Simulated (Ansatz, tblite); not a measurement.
# (H3Ge)2CH2 (CH8Ge2): charged states by level of theory

Aim: the energy of removing and adding an electron for (H3Ge)2CH2 (CH8Ge2), by energy differences, and how well orbital energies stand in for it.

Program: Ansatz 0.2.0, Gaussian basis. Level of theory: as each input shows. These are calculated values, not measurements.

The runs, in order: charge +1 doublet, at the geometry of the singlet (PBE0-D4/def2-TZVP, PBE-D4/def2-TZVP, r2SCAN-D4/def2-TZVP); charge -1 doublet, at the geometry of the singlet (PBE0-D4/def2-TZVPD, PBE-D4/def2-TZVPD, r2SCAN-D4/def2-TZVPD); the starting singlet's energies come from earlier runs.

## 1. The geometry

The geometry is that of the singlet, from an earlier relaxation (r2SCAN-D4/def2-SVP).

11 atoms, charge 0, spin multiplicity 1.

Atoms are counted from 1 here; the program's logs count them from 0.

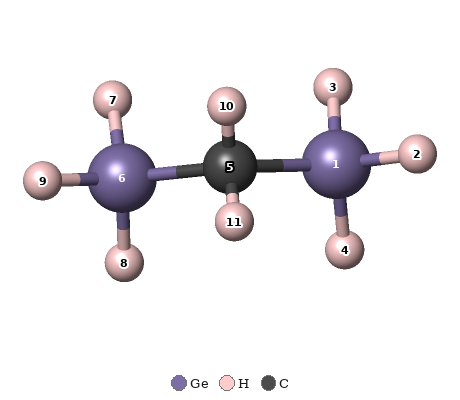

The geometry (germanium purple, hydrogen pink, carbon dark grey); atoms are numbered from 1 in the order of the file.

## 2. Charge +1 doublet at the fixed geometry, first pass, PBE0-D4/def2-SVP

in.yaml

```yaml
crystal:
  periodic: [false, false, false]
  atoms:
    - {symbol: Ge, position_ang: [-0.951858, -1.308270, 0.388819]}
    - {symbol: H, position_ang: [-1.611790, -1.817939, 1.681594]}
    - {symbol: H, position_ang: [0.011049, -2.385554, -0.136913]}
    - {symbol: H, position_ang: [-2.043956, -1.064109, -0.665490]}
    - {symbol: C, position_ang: [0.027050, 0.352559, 0.729783]}
    - {symbol: Ge, position_ang: [0.935173, 1.090322, -0.839897]}
    - {symbol: H, position_ang: [1.969337, 0.082215, -1.367232]}
    - {symbol: H, position_ang: [-0.088291, 1.375955, -1.951228]}
    - {symbol: H, position_ang: [1.655617, 2.400316, -0.477386]}
    - {symbol: H, position_ang: [0.775282, 0.168692, 1.518510]}
    - {symbol: H, position_ang: [-0.677611, 1.105802, 1.119449]}
basis:
  gaussian: {orbitals: def2-SVP}
total_charge: 1
magnetization: {spin_polarized: true, initial_magnetization: 1}
hamiltonian: {xc: pbe0, dispersion: d4}
output: {orbitals: {seedname: orbitals}}
```

Command:

```bash
$ ansatz run in.yaml --threads 4 --pin off --events-out ev --progress --plain --max-ram 3916MiB
```

Output:

```text
Functional definition: PBE0
  name "PBE0"
  cite "Adamo & Barone, J. Chem. Phys. 110, 6158 (1999) doi:10.1063/1.478522"
  cite "Perdew, Burke & Ernzerhof, Phys. Rev. Lett. 77, 3865 (1996) doi:10.1103/PhysRevLett.77.3865"
  parent pbe
  parameter a = 0.25
  parameter kappa = 0.804
  parameter beta = 0.06672455060314922
  exchange = (1 - a)*pbe_x(kappa = kappa, mu = beta*pi^2/3) + a*exact_x
  correlation = pbe_c(beta = beta)
1190 factors; integrals over basis functions are off by at most 1.4e-3 eV
mean field evaluation 1: about -114152.7333 eV, gradient 4.3e1 eV
mean field evaluation 2: about -114139.9829 eV, gradient 5.8e1 eV
mean field evaluation 4: about -114162.2096 eV, gradient 4.5e0 eV
mean field evaluation 8: about -114162.4333 eV, gradient 7.8e-1 eV
mean field evaluation 16: about -114162.4433 eV, gradient 6.5e-3 eV
mean field evaluation 32: about -114162.1007 eV, gradient 3.6e0 eV
mean field -114162.44329055 eV, -4195.3924088444 hartree, gradient 2.1e-5 eV, S^2 0.760243; 6 other end points of the search recorded, 0 dependent functions left out
reference -114162.44332003 eV, -4195.3924099278 hartree; 39, 38 occupied and 79, 80 virtual orbitals, 1190 factors
Total energy: -114162.59573672 eV, -4195.3980111378 hartree
```

It took 6.5 s on 4 threads of Arm Neoverse V1, shared host.

Report: HOMO -14.41 eV, LUMO -12.34 eV (over both spins); ⟨S²⟩ 0.760 (pure: 0.75).

## 3. Charge +1 doublet at the fixed geometry, PBE0-D4/def2-TZVP

start.molden holds the orbitals of an earlier run on this state, given as this run's starting guess.

in.yaml: that of step 2 with these lines changed.

```diff
@@ -15,3 +15,3 @@
 basis:
-  gaussian: {orbitals: def2-SVP}
+  gaussian: {orbitals: def2-TZVP, initial_orbitals: start.molden}
 total_charge: 1
@@ -19,2 +19,3 @@
 hamiltonian: {xc: pbe0, dispersion: d4}
+scf: {omitted_lower_state_checks: [starts]}
 output: {orbitals: {seedname: orbitals}}
```

Launched as before.

Output:

```text
Functional definition: PBE0
  name "PBE0"
  cite "Adamo & Barone, J. Chem. Phys. 110, 6158 (1999) doi:10.1063/1.478522"
  cite "Perdew, Burke & Ernzerhof, Phys. Rev. Lett. 77, 3865 (1996) doi:10.1103/PhysRevLett.77.3865"
  parent pbe
  parameter a = 0.25
  parameter kappa = 0.804
  parameter beta = 0.06672455060314922
  exchange = (1 - a)*pbe_x(kappa = kappa, mu = beta*pi^2/3) + a*exact_x
  correlation = pbe_c(beta = beta)
these checks for a lower state are left out or cut short: starts
1334 factors; their error is unknown
mean field evaluation 1: about -114176.0218 eV, gradient 1.1e2 eV
mean field evaluation 2: about -114177.3585 eV, gradient 2.1e0 eV
mean field evaluation 4: about -114177.9100 eV, gradient 1.7e-1 eV
mean field evaluation 8: about -114177.9102 eV, gradient 1.1e-5 eV
mean field -114177.91015652 eV, -4195.9608056848 hartree, gradient 1.1e-5 eV, S^2 0.760539; 0 other end points of the search recorded, 0 dependent functions left out
reference -114177.91018903 eV, -4195.9608068795 hartree; 39, 38 occupied and 136, 137 virtual orbitals, 1334 factors
Total energy: -114178.06260571 eV, -4195.9664080895 hartree
Checks for a lower state left out: starts
```

Run time: 5.5 s. Hardware: 4 threads of Arm Neoverse V1, shared host; peak memory 0.64 GiB.

From the report: HOMO -14.40 eV, LUMO -12.25 eV (over both spins); ⟨S²⟩ 0.761 (pure: 0.75).

## 4. Charge +1 doublet at the fixed geometry, PBE-D4/def2-TZVP

in.yaml: that of step 3 with these lines changed.

```diff
@@ -18,3 +18,3 @@
 magnetization: {spin_polarized: true, initial_magnetization: 1}
-hamiltonian: {xc: pbe0, dispersion: d4}
+hamiltonian: {xc: pbe, dispersion: d4}
 scf: {omitted_lower_state_checks: [starts]}
```

Same command.

Output:

```text
Functional definition: PBE
  name "PBE"
  cite "Perdew, Burke & Ernzerhof, Phys. Rev. Lett. 77, 3865 (1996) doi:10.1103/PhysRevLett.77.3865"
  parent pbe
  parameter kappa = 0.804
  parameter beta = 0.06672455060314922
  exchange = pbe_x(kappa = kappa, mu = beta*pi^2/3)
  correlation = pbe_c(beta = beta)
these checks for a lower state are left out or cut short: starts
1248 factors; their error is unknown
mean field evaluation 1: about -114174.5744 eV, gradient 8.6e0 eV
mean field evaluation 2: about -114174.7279 eV, gradient 2.5e-1 eV
mean field evaluation 4: about -114174.7014 eV, gradient 6.4e-2 eV
mean field evaluation 8: about -114174.7014 eV, gradient 4.0e-5 eV
mean field -114174.70143809 eV, -4195.8428874575 hartree, gradient 6.0e-6 eV, S^2 0.755185; 0 other end points of the search recorded, 0 dependent functions left out
reference -114174.70148186 eV, -4195.8428890662 hartree; 39, 38 occupied and 136, 137 virtual orbitals, 1248 factors
Total energy: -114174.88122939 eV, -4195.8494946659 hartree
Checks for a lower state left out: starts
```

Run time: 4 s. Hardware: 4 threads of Arm Neoverse V1, shared host.

Report: HOMO -13.13 eV, LUMO -12.94 eV (over both spins); ⟨S²⟩ 0.755 (pure: 0.75).

## 5. Charge +1 doublet at the fixed geometry, r2SCAN-D4/def2-TZVP

in.yaml: that of step 4 with these lines changed.

```diff
@@ -18,3 +18,3 @@
 magnetization: {spin_polarized: true, initial_magnetization: 1}
-hamiltonian: {xc: pbe, dispersion: d4}
+hamiltonian: {xc: r2scan, dispersion: d4}
 scf: {omitted_lower_state_checks: [starts]}
```

Launched as before.

Output:

```text
Functional definition: r2SCAN
  name "r2SCAN"
  cite "Furness, Kaplan, Ning, Perdew & Sun, J. Phys. Chem. Lett. 11, 8208 (2020) doi:10.1021/acs.jpclett.0c02405"
  cite "Furness, Kaplan, Ning, Perdew & Sun, J. Phys. Chem. Lett. 11, 9248 (2020) doi:10.1021/acs.jpclett.0c03077"
  parent r2scan
  parameter k0 = 0.174
  parameter k1 = 0.065
  parameter a1 = 4.9479
  exchange = r2scan_x(k0 = k0, k1 = k1, a1 = a1)
  correlation = r2scan_c
these checks for a lower state are left out or cut short: starts
1248 factors; their error is unknown
mean field evaluation 1: about -114192.5150 eV, gradient 5.8e0 eV
mean field evaluation 2: about -114192.5646 eV, gradient 8.9e-2 eV
mean field evaluation 4: about -114192.5394 eV, gradient 7.5e-3 eV
mean field evaluation 8: about -114192.5394 eV, gradient 8.1e-5 eV
mean field -114192.53940985 eV, -4196.4984208287 hartree, gradient 5.4e-6 eV, S^2 0.762151; 0 other end points of the search recorded, 0 dependent functions left out
reference -114192.53942484 eV, -4196.4984213795 hartree; 39, 38 occupied and 136, 137 virtual orbitals, 1248 factors
Total energy: -114192.58151817 eV, -4196.4999682808 hartree
Checks for a lower state left out: starts
```

It took 8.5 s on 4 threads of Arm Neoverse V1, shared host.

Report: HOMO -13.49 eV, LUMO -12.87 eV (over both spins); ⟨S²⟩ 0.762 (pure: 0.75).

## 6. Vertical ionisation energy

Charged state less starting state, singlet to doublet; the starting state's energies are those of its earlier runs.

```csv
level,vertical ionisation energy (eV),time
PBE-D4/def2-TZVP,+10.15,5.9 s
r2SCAN-D4/def2-TZVP,+10.25,12 s
PBE0-D4/def2-TZVP,+10.39,7.8 s
```

Times add the two runs; a level without a time comes out of a correlated run.

Beside −ε(HOMO) of the starting state:

```csv
level,−ε(HOMO) (eV),by difference (eV),mismatch (eV)
PBE-D4/def2-TZVP,7.29,10.15,-2.86
r2SCAN-D4/def2-TZVP,7.57,10.25,-2.68
PBE0-D4/def2-TZVP,8.47,10.39,-1.92
```

## 7. Charge -1 doublet at the fixed geometry, first pass, PBE0-D4/def2-SVP

in.yaml: that of step 5 with these lines changed.

```diff
@@ -15,7 +15,6 @@
 basis:
-  gaussian: {orbitals: def2-TZVP, initial_orbitals: start.molden}
-total_charge: 1
+  gaussian: {orbitals: def2-SVP}
+total_charge: -1
 magnetization: {spin_polarized: true, initial_magnetization: 1}
-hamiltonian: {xc: r2scan, dispersion: d4}
-scf: {omitted_lower_state_checks: [starts]}
+hamiltonian: {xc: pbe0, dispersion: d4}
 output: {orbitals: {seedname: orbitals}}
```

The command is unchanged.

Output, shortened:

```text
Functional definition: PBE0
  name "PBE0"
  cite "Adamo & Barone, J. Chem. Phys. 110, 6158 (1999) doi:10.1063/1.478522"
  cite "Perdew, Burke & Ernzerhof, Phys. Rev. Lett. 77, 3865 (1996) doi:10.1103/PhysRevLett.77.3865"
  parent pbe
[...]
1190 factors; integrals over basis functions are off by at most 1.4e-3 eV
[...]
mean field -114170.62178653 eV, -4195.6929630281 hartree, gradient 3.3e-5 eV, S^2 0.752237; 4 other end points of the search recorded, 0 dependent functions left out
reference -114170.62181969 eV, -4195.6929642465 hartree; 40, 39 occupied and 78, 79 virtual orbitals, 1190 factors
Total energy: -114170.84671560 eV, -4195.7012290190 hartree
```

Wall time 4.8 s (4 threads of Arm Neoverse V1, shared host).

Report: HOMO 3.72 eV, LUMO 5.42 eV (over both spins); ⟨S²⟩ 0.752 (pure: 0.75). Doubts: highest occupied level lies above zero.

## 8. Charge -1 doublet at the fixed geometry, PBE0-D4/def2-TZVPD

in.yaml: that of step 7 with these lines changed.

```diff
@@ -15,3 +15,3 @@
 basis:
-  gaussian: {orbitals: def2-SVP}
+  gaussian: {orbitals: def2-TZVPD, initial_orbitals: start.molden}
 total_charge: -1
@@ -19,2 +19,3 @@
 hamiltonian: {xc: pbe0, dispersion: d4}
+scf: {omitted_lower_state_checks: [starts]}
 output: {orbitals: {seedname: orbitals}}
```

The command is unchanged.

Output:

```text
Functional definition: PBE0
  name "PBE0"
  cite "Adamo & Barone, J. Chem. Phys. 110, 6158 (1999) doi:10.1063/1.478522"
  cite "Perdew, Burke & Ernzerhof, Phys. Rev. Lett. 77, 3865 (1996) doi:10.1103/PhysRevLett.77.3865"
  parent pbe
  parameter a = 0.25
  parameter kappa = 0.804
  parameter beta = 0.06672455060314922
  exchange = (1 - a)*pbe_x(kappa = kappa, mu = beta*pi^2/3) + a*exact_x
  correlation = pbe_c(beta = beta)
these checks for a lower state are left out or cut short: starts
1434 factors; their error is unknown
mean field evaluation 1: about -114184.1794 eV, gradient 1.1e2 eV
mean field evaluation 2: about -114186.0375 eV, gradient 3.9e0 eV
mean field evaluation 4: about -114186.7254 eV, gradient 2.8e-1 eV
mean field evaluation 8: about -114187.1772 eV, gradient 3.9e-4 eV
mean field -114187.17724890 eV, -4196.3013650484 hartree, gradient 7.5e-6 eV, S^2 0.750644; 0 other end points of the search recorded, 0 dependent functions left out
reference -114187.17729307 eV, -4196.3013666718 hartree; 40, 39 occupied and 177, 178 virtual orbitals, 1434 factors
Total energy: -114187.40218899 eV, -4196.3096314443 hartree
Checks for a lower state left out: starts
```

Wall time 12 s (4 threads of Arm Neoverse V1, shared host); peak memory 0.92 GiB.

HOMO 2.25 eV, LUMO 3.55 eV (over both spins); ⟨S²⟩ 0.751 (pure: 0.75). Doubts: highest occupied level lies above zero.

## 9. Charge -1 doublet at the fixed geometry, PBE-D4/def2-TZVPD

in.yaml: that of step 8 with these lines changed.

```diff
@@ -18,3 +18,3 @@
 magnetization: {spin_polarized: true, initial_magnetization: 1}
-hamiltonian: {xc: pbe0, dispersion: d4}
+hamiltonian: {xc: pbe, dispersion: d4}
 scf: {omitted_lower_state_checks: [starts]}
```

Launched as before.

Output:

```text
Functional definition: PBE
  name "PBE"
  cite "Perdew, Burke & Ernzerhof, Phys. Rev. Lett. 77, 3865 (1996) doi:10.1103/PhysRevLett.77.3865"
  parent pbe
  parameter kappa = 0.804
  parameter beta = 0.06672455060314922
  exchange = pbe_x(kappa = kappa, mu = beta*pi^2/3)
  correlation = pbe_c(beta = beta)
these checks for a lower state are left out or cut short: starts
1328 factors; their error is unknown
mean field evaluation 1: about -114183.7595 eV, gradient 8.6e0 eV
mean field evaluation 2: about -114183.8933 eV, gradient 1.7e-1 eV
mean field evaluation 4: about -114183.8694 eV, gradient 2.6e-2 eV
mean field evaluation 8: about -114183.8694 eV, gradient 1.3e-5 eV
mean field -114183.86943041 eV, -4196.1798049612 hartree, gradient 1.3e-5 eV, S^2 0.750394; 0 other end points of the search recorded, 0 dependent functions left out
reference -114183.86948902 eV, -4196.1798071149 hartree; 40, 39 occupied and 177, 178 virtual orbitals, 1328 factors
Total energy: -114184.13412566 eV, -4196.1895323320 hartree
Checks for a lower state left out: starts
```

Run time: 7 s. Hardware: 4 threads of Arm Neoverse V1, shared host.

Report: HOMO 2.57 eV, LUMO 2.95 eV (over both spins); ⟨S²⟩ 0.750 (pure: 0.75). Doubts: highest occupied level lies above zero.

## 10. Charge -1 doublet at the fixed geometry, r2SCAN-D4/def2-TZVPD

in.yaml: that of step 9 with these lines changed.

```diff
@@ -18,3 +18,3 @@
 magnetization: {spin_polarized: true, initial_magnetization: 1}
-hamiltonian: {xc: pbe, dispersion: d4}
+hamiltonian: {xc: r2scan, dispersion: d4}
 scf: {omitted_lower_state_checks: [starts]}
```

Same command.

Output, shortened:

```text
Functional definition: r2SCAN
  name "r2SCAN"
  cite "Furness, Kaplan, Ning, Perdew & Sun, J. Phys. Chem. Lett. 11, 8208 (2020) doi:10.1021/acs.jpclett.0c02405"
  cite "Furness, Kaplan, Ning, Perdew & Sun, J. Phys. Chem. Lett. 11, 9248 (2020) doi:10.1021/acs.jpclett.0c03077"
  parent r2scan
[...]
1328 factors; their error is unknown
[...]
mean field -114201.70511927 eV, -4196.8352544373 hartree, gradient 4.7e-6 eV, S^2 0.751520; 0 other end points of the search recorded, 0 dependent functions left out
reference -114201.70514154 eV, -4196.8352552558 hartree; 40, 39 occupied and 177, 178 virtual orbitals, 1328 factors
Total energy: -114201.77037706 eV, -4196.8376526168 hartree
Checks for a lower state left out: starts
```

It took 27 s on 4 threads of Arm Neoverse V1, shared host.

From the report: HOMO 2.57 eV, LUMO 3.40 eV (over both spins); ⟨S²⟩ 0.752 (pure: 0.75). Doubts: highest occupied level lies above zero.

## 11. Vertical electron affinity

Starting state less charged state (positive: the electron is bound), singlet to doublet; the starting state's energies are those of its earlier runs.

```csv
level,vertical electron affinity (eV),time
PBE-D4/def2-TZVPD,-0.92,9.4 s
r2SCAN-D4/def2-TZVPD,-1.08,32 s
PBE0-D4/def2-TZVPD,-1.08,15 s
```

Times add the two runs; a level without a time comes out of a correlated run.

Beside −ε(LUMO) of the starting state:

```csv
level,−ε(LUMO) (eV),by difference (eV),mismatch (eV)
PBE-D4/def2-TZVPD,0.69,-0.92,+1.62
r2SCAN-D4/def2-TZVPD,0.16,-1.08,+1.25
PBE0-D4/def2-TZVPD,0.02,-1.08,+1.10
```

## 12. Results

| quantity | value |
| --- | --- |
| vertical ionisation energy, functionals in def2-TZVP | 10.15 (PBE-D4) to 10.39 eV (PBE0-D4) |
| vertical electron affinity, functionals in def2-TZVPD | -1.08 (r2SCAN-D4) to -0.92 eV (PBE-D4) |

The vertical ionisation energy spans 10.15 to 10.39 eV over the functionals. −ε(HOMO) misses the level's own difference by -1.92 eV at best (PBE0-D4) and -2.86 eV at worst (PBE-D4). The vertical electron affinity spans -1.08 to -0.92 eV over the functionals. A negative affinity means an unbound electron, held by the basis alone. −ε(LUMO) misses the level's own difference by +1.10 eV at best (PBE0-D4) and +1.62 eV at worst (PBE-D4).
